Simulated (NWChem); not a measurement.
# triplet NO+: levels of theory compared

Wanted: a comparison of 3 runs (U-revPBE/aug-cc-pVTZ, UBLYP/aug-cc-pVTZ, UTPSS/aug-cc-pVTZ) of triplet NO+. 

Program for the calculation: NWChem 7.3.0.

### Step 1. Starting point

NO+: 2 atoms, total charge +1, spin state triplet. SMILES of the parent species: `N#[O+]`. The bond length is the one measured for the parent species. That shape belongs to the parent species and isn't relaxed for this state.

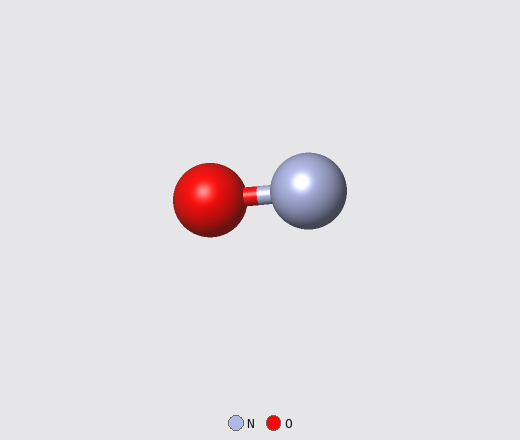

Viewed from a chosen angle; nitrogen light blue, oxygen red.

### Step 2. A single-point energy at U-revPBE/aug-cc-pVTZ (run 1)

File run.py:

```python
from ase import Atoms
from ase.calculators.nwchem import NWChem

molecule = Atoms(['N', 'O'], positions=[
    [0.000000, 0.000000, 0.000000],
    [0.000000, 0.000000, 1.063220],
])

calc = NWChem(
    label='no',
    theory='dft',
    memory='2200 mb',
    basis='aug-cc-pVTZ',
    basispar='spherical bse',
    charge=1,
    dft={'xc': 'revpbe cpbe96', 'mult': '3', 'grid': 'fine', 'convergence': 'energy 1e-08', 'iterations': '100', 'mulliken': None, 'print': 'low'},
    task='energy',
)
molecule.calc = calc

print(f"energy = {molecule.get_potential_energy():.6f} eV")
```

On the command line:

```console
$ export ASE_NWCHEM_COMMAND="nwchem PREFIX.nwi > PREFIX.nwo"
$ python run.py
```

Standard output:

```text
energy = -3518.134416 eV
```

The calculator wrote no.nwi:

```
title "no"

permanent_dir no

scratch_dir no

start no

geometry units angstrom nocenter noautosym noautoz
  N  0.0000000000000000e+00 0.0000000000000000e+00 0.0000000000000000e+00
  O  0.0000000000000000e+00 0.0000000000000000e+00 1.0632200000000001e+00
end

charge 1

memory 2200 mb

basis spherical bse noprint
   * library aug-cc-pVTZ
end

dft
  xc revpbe cpbe96
  mult 3
  grid fine
  convergence energy 1e-08
  iterations 100
  mulliken
  print low
end

task dft energy
```

no.nwo:

```text
Northwest Computational Chemistry Package (NWChem) 7.3.0
             --------------------------------------------------------

           Job information
           ---------------

    nwchem branch   = 7.3.0
    use scalapack   = T
    input           = no.nwi
    prefix          = no.
    data base       = no/no.db
    status          = startup
    nproc           =        1

           Memory information
           ------------------

    heap     =     72089596 doubles =      550.0 Mbytes
    stack    =     72089601 doubles =      550.0 Mbytes
    global   =    144179200 doubles =     1100.0 Mbytes (distinct from heap & stack)
    total    =    288358397 doubles =     2200.0 Mbytes
    verify   = yes
    hardfail = no

           Directory information
           ---------------------

  0 permanent = no
  0 scratch   = no

                                NWChem Input Module
                                -------------------

                                        no
                                        --

[... 21 lines left out ...]
            Nuclear Dipole moment (a.u.)
[... 55 lines left out ...]
   convergence    iter        energy       DeltaE   RMS-Dens  Diis-err    time
[... 13 lines left out ...]
         Total DFT energy =     -129.289056171775
      One electron energy =     -225.131358688077
           Coulomb energy =       83.012631391816
    Exchange-Corr. energy =      -15.042195416759
 Nuclear repulsion energy =       27.871866541246
[... 23 lines left out ...]
     -------------------------------------------
      Total Density - Lowdin Population Analysis
     -------------------------------------------

    Atom       Charge   Shell Charges
 -----------   ------   -------------------------------------------------------
    1 N    7     6.53   1.56  0.41  0.68  0.27  0.06  0.92  1.30  0.57  0.05  0.03  0.26  0.18  0.04  0.19
    2 O    8     7.47   1.56  0.47  0.79  0.36  0.09  1.19  1.66  0.76  0.08  0.01  0.14  0.22  0.01  0.14

     ------------------------------------------
      Spin Density - Lowdin Population Analysis
     ------------------------------------------

    Atom       Charge   Shell Charges
 -----------   ------   -------------------------------------------------------
    1 N    7     1.32   0.00  0.04  0.11  0.09  0.03  0.43  0.44  0.05  0.00  0.00  0.05  0.04  0.01  0.03
    2 O    8     0.68  -0.00  0.00  0.00  0.02  0.03  0.23  0.19 -0.01  0.01  0.00  0.04  0.10  0.00  0.05

     --------------------------
     Expectation value of S2:
     --------------------------
      <S2> =      2.0075 (Exact =     2.0000)

 Task  times  cpu:       27.1s     wall:       27.1s
 Total times  cpu:       27.1s     wall:       27.1s
```

Run time: 29 s. Hardware: 1 thread of Intel Xeon Platinum 8559C (Emerald Rapids), shared host; peak memory 0.1 GiB.

### Step 3. A single-point energy at UBLYP/aug-cc-pVTZ (run 2)

File struct.nw:

```
start struct
title "NO BLYP"
memory 2200 mb
charge 1

geometry units au noautosym nocenter noautoz
N      0.00000000     0.00000000     0.00000000
O      0.00000000     0.00000000     2.00919461
end

basis spherical bse
N library aug-cc-pVTZ
O library aug-cc-pVTZ
end

dft
xc becke88 lyp
mult 3
grid fine
convergence energy 1e-08
maxiter 100
mulliken
print low
end

task dft energy
```

On the command line:

```console
$ nwchem struct.nw > struct.out
```

Standard output:

```text
[...]
 d= 0,ls=0.0,diis     1   -129.1790568687 -1.57D+02  6.05D-03  4.72D-01     1.1
[...]
 d= 0,ls=0.5,diis    30   -129.3071870103 -9.30D-09  6.35D-09  1.74D-08    26.5
[...]
         Total DFT energy =     -129.307187015580
      One electron energy =     -225.160114366983
           Coulomb energy =       83.041046786692
    Exchange-Corr. energy =      -15.059983973090
 Nuclear repulsion energy =       27.871864537801
[...]
      Total Density - Mulliken Population Analysis
     ---------------------------------------------
    Atom       Charge   Shell Charges
 -----------   ------   -------------------------------------------------------
    1 N    7     6.24   1.96  0.26  0.88  0.34  0.01  1.00  1.46  0.26 -0.00  0.02  0.06 -0.02  0.01  0.00
    2 O    8     7.76   1.95  0.28  1.04  0.55 -0.01  1.28  1.87  0.69 -0.00  0.01  0.06  0.04  0.01  0.00
[...]
      <S2> =      2.0055 (Exact =     2.0000)
[...]
```

It took 28 s on 1 thread of Intel Xeon Platinum 8559C (Emerald Rapids), shared host; peak memory 0.11 GiB.

### Step 4. A single-point energy at UTPSS/aug-cc-pVTZ (run 3)

File job.nw:

```
START job
TITLE "nitrosyl"
memory total 2200 mb
charge 1
GEOMETRY units bohr noautosym nocenter noautoz
N      0.00000000     0.00000000     0.00000000
O      0.00000000     0.00000000     2.00919461
END
BASIS spherical bse
* library aug-cc-pVTZ
END
DFT
xc xtpss03 ctpss03
mult 3
grid fine
convergence energy 1e-08
maxiter 100
mulliken
noprint "final vectors analysis"
END
TASK dft energy
```

On the command line:

```console
$ nwchem job.nw > job.out
```

Standard output:

```text
[...]
          Wavefunction type:  spin polarized.
          No. of atoms     :     2
          No. of electrons :    14
[...]
          Charge           :     1
          Spin multiplicity:     3
[...]
          AO basis - number of functions:    92
[...]
              XC Information
              --------------
                  TPSS metaGGA Exchange Functional  1.000
             TPSS03 metaGGA Correlation Functional  1.000
[...]
 d= 0,ls=0.0,diis     1   -129.2135954822 -1.57D+02  6.09D-03  4.34D-01     1.2
[...]
 d= 0,ls=0.0,diis    12   -129.3367320952 -1.41D-10  3.04D-08  2.00D-11    11.8
[...]
         Total DFT energy =     -129.336732095229
      One electron energy =     -225.170835538111
           Coulomb energy =       83.064288115455
    Exchange-Corr. energy =      -15.102049210374
 Nuclear repulsion energy =       27.871864537801
[...]
      Total Density - Mulliken Population Analysis
     ---------------------------------------------
    Atom       Charge   Shell Charges
 -----------   ------   -------------------------------------------------------
    1 N    7     6.23   1.96  0.25  0.90  0.30  0.01  0.98  1.51  0.25 -0.00  0.02  0.07 -0.02  0.01  0.00
    2 O    8     7.77   1.95  0.28  1.06  0.57 -0.01  1.25  1.91  0.66 -0.00  0.01  0.06  0.04  0.01  0.00
[...]
      <S2> =      2.0099 (Exact =     2.0000)
[...]
```

Run time: 13 s. Hardware: 1 thread of Intel Xeon Platinum 8559C (Emerald Rapids), shared host; peak memory 0.1 GiB.

### Step 5. The series

```
run                 level  energy (Eh)   ⟨S²⟩  wall time
  1  U-revPBE/aug-cc-pVTZ  -129.289056  2.007       29 s
  2     UBLYP/aug-cc-pVTZ  -129.307187  2.006       28 s
  3     UTPSS/aug-cc-pVTZ  -129.336732  2.010       13 s
```

### Step 6. Summary of results

| quantity | value |
| --- | --- |
| run 3: total energy | -129.33673 Eh |
| run 3: ⟨S²⟩ | 2.010 |

What this shows: Totals of different functionals can't be ranked against each other. All runs together took 70 s, the longest 29 s.
